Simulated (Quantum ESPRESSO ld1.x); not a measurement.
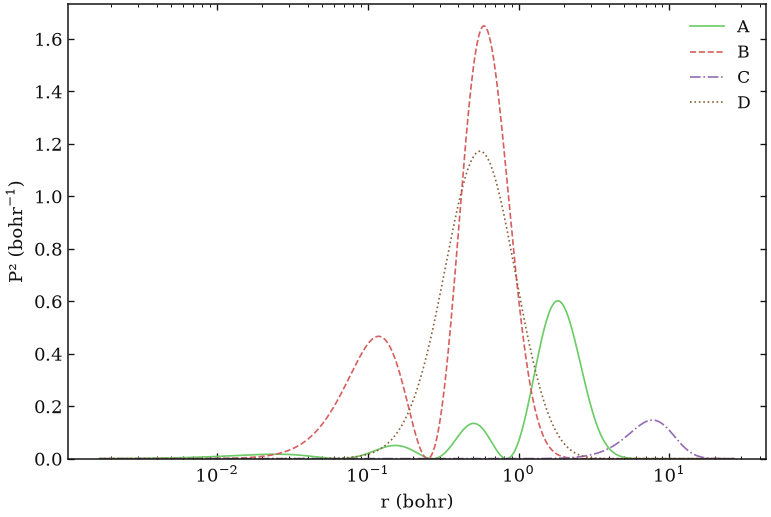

The Zn⁺ ion; electrons: [Ne] 3s2 3p5 3d10 4s1 4f1 (high spin). All numbers are computed, not measured: scalar-relativistic Kohn-Sham, LDA (Slater exchange, Perdew-Wang correlation), spin-polarised, spherical densities, point nucleus (Quantum ESPRESSO ld1.x 7.5).

```
 &input
    zed=30.0,
    iswitch=1,
    rel=1,
    lsd=1,
    dft='PW',
    config='[Ne] 3s2 3p5 3d10 4s1 4f1 4p0 5s0',
    verbosity='high',
    prefix='ld1',
    max_out_wfc=37,
    file_charge='ld1.rho',
 /
```

Command:
```bash
OMP_NUM_THREADS=1 ld1.x < ld1.in > ld1.out
```

The plot shows the radial probability densities P² of 4s up, 3p up, 3d up and 4f up.

### Which curve belongs to which orbital?

A is 4s up; B is 3p up; C is 4f up; D is 3d up. 3p up: outer maximum at 0.589 bohr, ⟨r⟩ = 0.706 bohr, 1 node, eigenvalue −110.2 eV; 3d up: outer maximum at 0.557 bohr, ⟨r⟩ = 0.826 bohr, 0 nodes, eigenvalue −36.2 eV; 4s up: outer maximum at 1.82 bohr, ⟨r⟩ = 2.11 bohr, 3 nodes, eigenvalue −22.9 eV; 4f up: outer maximum at 7.74 bohr, ⟨r⟩ = 8.50 bohr, 0 nodes, eigenvalue −2.58 eV.
